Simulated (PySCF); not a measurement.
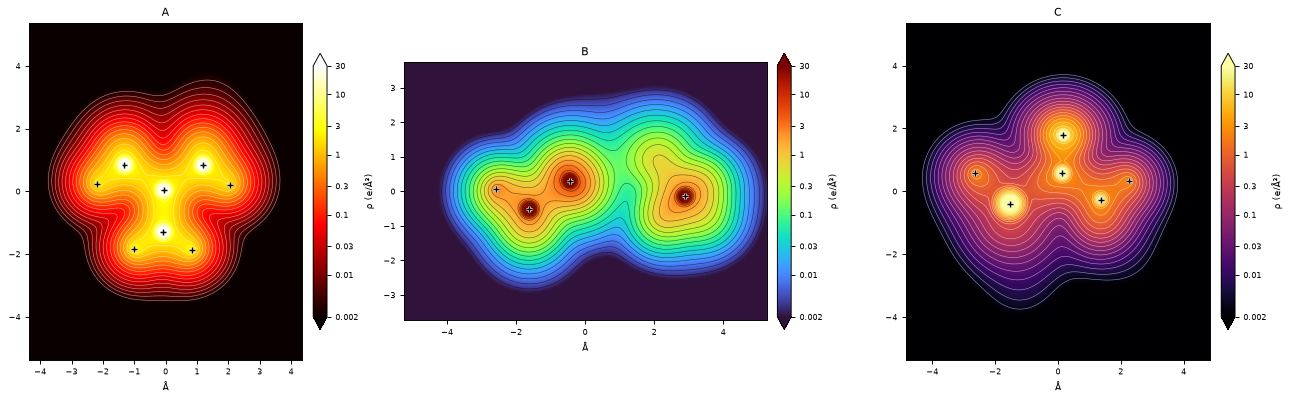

The electron density of 3 systems, each on a plane through atoms (crosses mark nuclei in the plane).

All numbers below come from CAM-B3LYP/def2-SVPD, SCF density, gas phase (PySCF).

System 1: C2H8OSi3 (SMILES O=C1C[SiH2][SiH2][SiH2]1), the plane of atoms O1, C2 and Si6. Geometry: GFN2-xTB.

```
atom    x (Å)    y (Å)    z (Å)
   O   0.0887  -1.5773   2.0568
   C   0.1456  -1.1785   0.9122
   C  -1.0558  -1.0841   0.0272
  Si  -1.4602   0.7750  -0.2813
  Si   0.7288   1.5437  -0.5603
  Si   1.7637  -0.4067   0.1832
   H  -1.8988  -1.6163   0.4669
   H  -0.8200  -1.5346  -0.9378
   H  -2.1874   1.2820   0.8868
   H  -2.4079   0.8075  -1.4021
   H   1.0340   2.7494   0.2222
   H   1.0576   1.9320  -1.9395
   H   2.2316  -1.2955  -0.8882
   H   2.7795  -0.3968   1.2316
```

System 2: C2H10N2Si (SiH2(NHMe)2), the plane of atoms N4, C5 and H9. Geometry: PBE0-D3(BJ)/def2-SVP.

```xyz
15

Si    1.0619   -0.2588   -0.1062
H     1.5445    0.0234    1.2886
H     2.2713   -0.4862   -0.9663
N     0.0637    1.1046   -0.4604
C     0.1095    2.3968    0.1745
H    -0.4601    1.0845   -1.3289
H    -0.9019    2.7970    0.3655
H     0.6092    2.3111    1.1521
H     0.6636    3.1606   -0.4042
N     0.1308   -1.6880   -0.3554
C    -1.1535   -1.9624    0.2388
H     0.5961   -2.4933   -0.7568
H    -1.1017   -2.5967    1.1451
H    -1.6277   -1.0125    0.5299
H    -1.8384   -2.4566   -0.4724
```

System 3: C4H8AlCl (SMILES C=C(C)[CH2][AlH][Cl]), the plane of atoms C2, C1 and H7. Geometry: GFN2-xTB.

```xyz
14

C    -1.3735    0.6971    1.0916
C    -0.5776   -0.0962    0.3844
C    -0.9869   -0.6573   -0.9423
C     0.8138   -0.4519    0.8031
Al    1.9833    0.4784   -0.5439
Cl    1.7027    2.3927   -1.1384
H    -2.3629    0.9564    0.7541
H    -1.0737    1.0967    2.0454
H    -0.2183   -0.4010   -1.6888
H    -1.9423   -0.2599   -1.2739
H    -1.0517   -1.7443   -0.9006
H     0.9683   -0.1857    1.8537
H     0.9678   -1.5350    0.7202
H     3.1504   -0.2906   -1.1868
```

> Match each panel to its system.

Panel A is system 3, C4H8AlCl: the plane holds C and H. C–C (1.33 Å): ρ at the midpoint is about 2.3 e/Å³. Panel B is system 2, C2H10N2Si: the plane holds N, C and H. C–N (1.44 Å): the density is about 1.9 e/Å³ at the midpoint. Panel C is system 1, C2H8OSi3: the plane holds O, C, Si and H. C–O (1.21 Å): ρ is about 3.3 e/Å³ halfway.
